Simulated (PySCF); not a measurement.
C₄H₉NO₂Si (SMILES C=CO[SiH2]CC(N)=O)

Input

```
{"job": {"kind": "uv", "xc": "wB97X-D", "basis": "def2-SVPD", "nstates": 8, "ntriplets": 3}, "charge": 0, "multiplicity": 1}
C      2.197055     1.249489    -0.008617
C      2.580967    -0.010308    -0.077287
O      1.777437    -1.098959    -0.052350
Si     0.192378    -1.406776    -0.126385
C     -0.854113    -0.529897     1.227131
C     -1.510397     0.701662     0.680197
N     -2.757432     0.506955     0.182766
O     -0.979170     1.792101     0.639428
H      1.163061     1.534539     0.081070
H      2.926131     2.038080    -0.027397
H      3.623126    -0.300304    -0.155384
H      0.224919    -2.840718     0.133102
H     -0.367195    -1.061825    -1.436124
H     -1.605878    -1.210321     1.621572
H     -0.194423    -0.237662     2.043161
H     -3.231061     1.282694    -0.248857
H     -3.192401    -0.396718     0.163527
```

Command:

```sh
OMP_NUM_THREADS=1 python probes_run.py task.json out
```

Geometry: GFN2-xTB.

Theory: wB97X-D/def2-SVPD, SCF density, gas phase (PySCF).

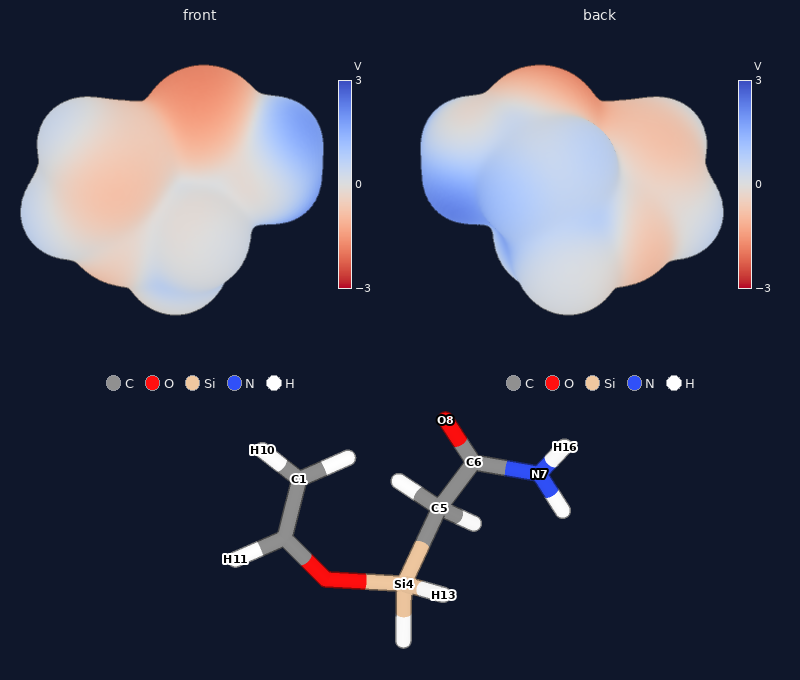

Figure 1. The electrostatic potential painted on the density surface at 0.001 e/bohr³, seen from the front and from behind; the colour scale runs from red (negative) to blue (positive). The bare structure is drawn below in the same view.

Question: Which sites attract a positive test charge, and which a negative one?

Answer: A positive charge is drawn to the negative regions and a negative charge to the positive ones. The most negative region (about −1.7 V) lies over O8, the most positive (about +2.1 V) over H17. O8 is the likeliest acceptor of a hydrogen bond.

Question: How polar is the molecule by this calculation?

Answer: Its dipole moment is 3.65 D.

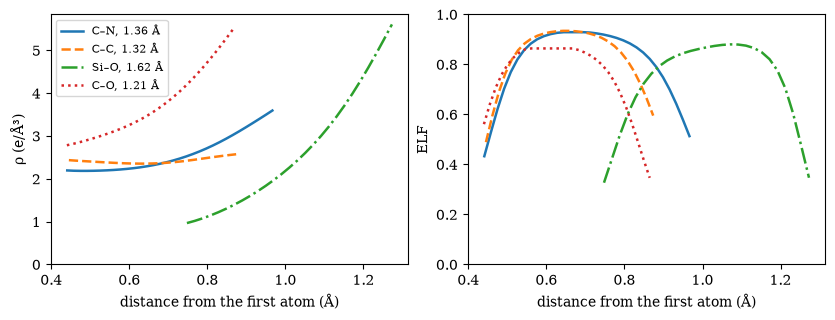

Figure 2. Total electron density and electron localisation function along straight lines between neighbouring atoms. The curves leave out the atomic cores.

Question: What kind of bonding do the profiles show?

Answer: C–N (1.36 Å): ρ at the midpoint is about 2.4 e/Å³; the ELF peaks at about 0.95 between the atoms, as expected for localised, covalent bonding.
C–C (1.32 Å): ρ is about 2.4 e/Å³ halfway; the ELF peaks at about 0.95 between the atoms (a multiple bond).
Si–O (1.62 Å): the density is about 1.1 e/Å³ at the midpoint; the ELF peaks at about 0.90 between the atoms, as expected for a polar covalent bond.
C–O (1.21 Å): the density is about 3.3 e/Å³ at the midpoint; the ELF peaks at about 0.85 between the atoms: a short, multiple covalent bond.
